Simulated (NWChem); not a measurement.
**S2F2 (Difluorodisulfane) at HF/jorge-DZP**

Aim: the vertical ionisation energy of S2F2 (Difluorodisulfane) at HF/jorge-DZP, from 2 runs. 

Program for the calculation: NWChem 7.3.0.

2 further runs of the same task are left out: 1 that didn't finish, 1 set aside as unsound or not needed.

## 1. The system as given

S2F2 has 4 atoms, charge 0, and is taken as a singlet. SMILES: `FSSF`. The coordinates come from a PBE0-D4/def2-TZVP relaxation.

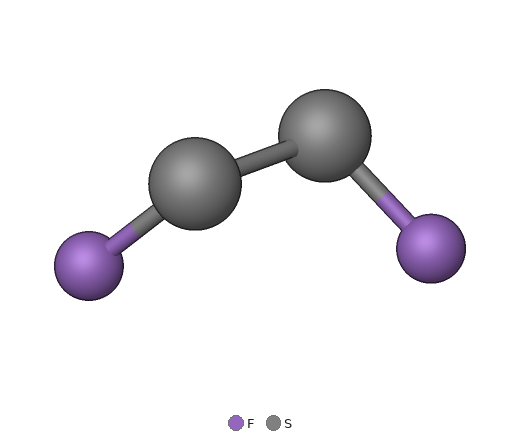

The structure, seen from a chosen angle (fluorine purple, sulfur grey).

## 2. The energy at HF/jorge-DZP

The input, a.nw:

```
start a
title "Difluorodisulfane"
memory 2200 mb

geometry units angstrom noautosym nocenter noautoz
   F       -1.783750      -0.199930      -0.621590
   S       -0.467670       0.764150      -0.632370
   S        1.044990      -0.276390      -0.184720
   F        1.206410      -0.287820       1.438680
end

basis "ao basis" spherical bse
   F library jorge-DZP
   S library jorge-DZP
end

scf
   thresh 1e-08
   maxiter 80
   noprint "final vectors analysis"
end

task scf energy
```

Command:

```console
$ nwchem a.nw > a.out
```

Output:

```text
[...]
  functions       =    78
[...]
  wavefunction    = RHF
[...]
         Total SCF energy =   -993.907846683193
      One-electron energy =  -1835.285228349203
      Two-electron energy =    611.249045883421
 Nuclear repulsion energy =    230.128335782588
        Time for solution =     11.2s
[...]
```

Wall time 13 s (1 thread of Intel Xeon Platinum 8259CL at 2.50GHz (Skylake/Cascade Lake), shared host); peak memory 0.099 GiB.

## 3. The doublet cation at the same level

The input, a.xyz:

```xyz
4

F     -1.783750    -0.199930    -0.621590
S     -0.467670     0.764150    -0.632370
S      1.044990    -0.276390    -0.184720
F      1.206410    -0.287820     1.438680
```

The input, a.nw:

```
start a
memory 2200 mb
charge 1

geometry noautosym nocenter noautoz
   load format xyz a.xyz
end

basis spherical bse
   * library jorge-DZP
end

scf
   doublet
   uhf
   thresh 1e-08
   maxiter 80
   print low
end

task scf energy
```

Command:

```console
$ nwchem a.nw > a.out
```

Output:

```text
[...]
  functions       =    78
[...]
  wavefunction    = UHF
[...]
         Total SCF energy =   -993.522025383392
      One electron energy =  -1821.102769722836
      Two electron energy =    597.452408556855
 Nuclear repulsion energy =    230.128335782588
                       Sz =      0.5000
                 Sz(Sz+1) =      0.7500
                      S^2 =      0.7810
[...]
```

It took 76 s on 1 thread of Intel Xeon Platinum 8259CL at 2.50GHz (Skylake/Cascade Lake), shared host; peak memory 0.099 GiB.

## 4. Summary of results

At HF/jorge-DZP:

| quantity | value |
| --- | --- |
| singlet S2F2: total energy | -993.90785 Eh |
| singlet S2F2: dipole moment | 2.11 D |
| doublet cation: total energy | -993.52203 Eh |
| doublet cation: ⟨S²⟩ | 0.781 |
| vertical ionisation energy (to the doublet cation) | 10.499 eV |

The vertical ionisation energy comes to 10.50 eV (242 kcal/mol).
